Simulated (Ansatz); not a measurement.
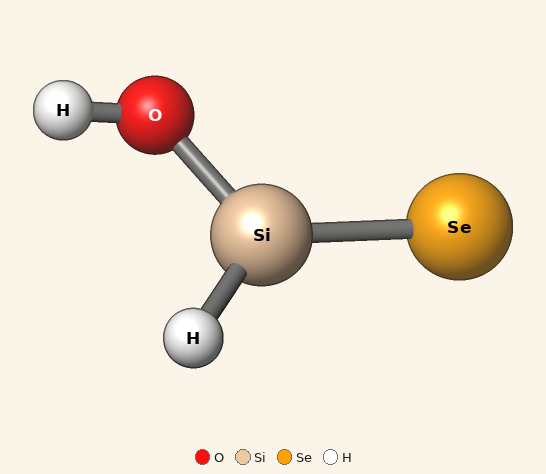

The picture shows the input geometry.

The calculation was set up as follows.

```yaml
crystal:
  periodic: [false, false, false]
  atoms:
    - {symbol: O, position_ang: [-0.364350, 0.797620, -0.757540]}
    - {symbol: Si, position_ang: [0.231540, -0.264240, 0.292640]}
    - {symbol: Se, position_ang: [2.213780, -0.164120, 0.953600]}
    - {symbol: H, position_ang: [-1.250250, 0.829820, -1.111600]}
    - {symbol: H, position_ang: [-0.830710, -1.199090, 0.622900]}
basis:
  gaussian: {orbitals: def2-TZVP}
hamiltonian: {xc: pbe0, dispersion: d4}
relax: {f_tol: 0.005, max_steps: 200}
```

Command:

```sh
ansatz run in.yaml --threads 2 --pin off --events-out ev --progress --plain --max-ram 4352MiB
```

Output (its end):

```
919 factors; their error is unknown
mean field -75296.41522111 eV, -2767.0922216326 hartree, gradient 6.9e-6 eV, S^2 0.000000; 1 other end points of the search recorded, 0 dependent functions left out
the calculation of the forces begins
reference -75296.41524555 eV, -2767.0922225308 hartree; 29, 29 occupied and 99, 99 virtual orbitals, 919 factors
Total energy: -75296.50788127 eV, -2767.0956268307 hartree
Atom 0 at    -0.356846     0.854228    -0.797867 Å, force     0.001966    -0.000822     0.001305 eV/Å
Atom 1 at     0.261410    -0.211330     0.261956 Å, force     0.000085     0.001119    -0.000684 eV/Å
Atom 2 at     2.192027    -0.214170     0.984420 Å, force    -0.000226     0.000108    -0.000211 eV/Å
Atom 3 at    -1.276597     0.739787    -1.051956 Å, force    -0.001362    -0.000191    -0.000344 eV/Å
Atom 4 at    -0.819984    -1.168525     0.603446 Å, force    -0.000462    -0.000214    -0.000066 eV/Å
Dipole moment:    -0.800203    -0.088670    -0.229540 e Å
```
